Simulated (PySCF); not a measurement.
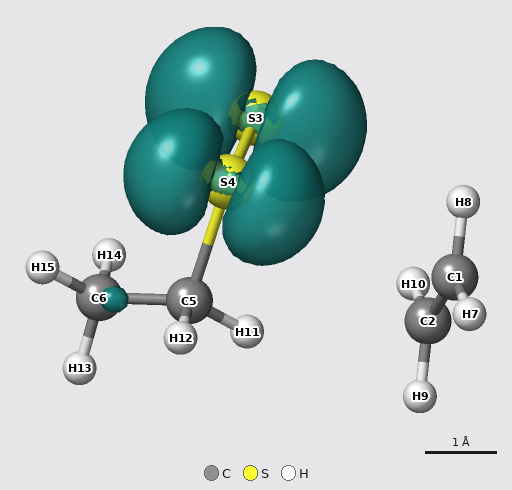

Figure. C4H9S2 (doublet). Isosurface of the spin density (α minus β) at +0.02 e/Å³ (teal), seen across its widest extent.

Geometry: GFN2-xTB; at this geometry the atoms fall into two loosely joined parts.

Level of theory: PySCF, UKS B3LYP, pcH-1 on C H S, non-relativistic, mean-field spin-orbit, GIAO.

```xyz
15

C     2.5880   -0.5173   -0.0402
C     1.9635   -0.9703   -1.1076
S     0.2383    2.3841   -0.7493
S    -0.1726    1.4828    0.9243
C    -1.1402   -0.0083    0.4372
C    -2.4543    0.3685   -0.2133
H     2.7645   -1.1344    0.8262
H     2.9502    0.4960    0.0180
H     1.6039   -1.9854   -1.1730
H     1.7862   -0.3478   -1.9698
H    -0.5042   -0.5835   -0.2356
H    -1.2855   -0.5568    1.3661
H    -2.9872   -0.5290   -0.5193
H    -2.2751    0.9820   -1.0948
H    -3.0800    0.9273    0.4793
```

> Where is the unpaired spin?

The unpaired spin (1 electron) lies mostly on S3 (about 0.6) and S4 (about 0.4), in electrons by Hirshfeld's partition.
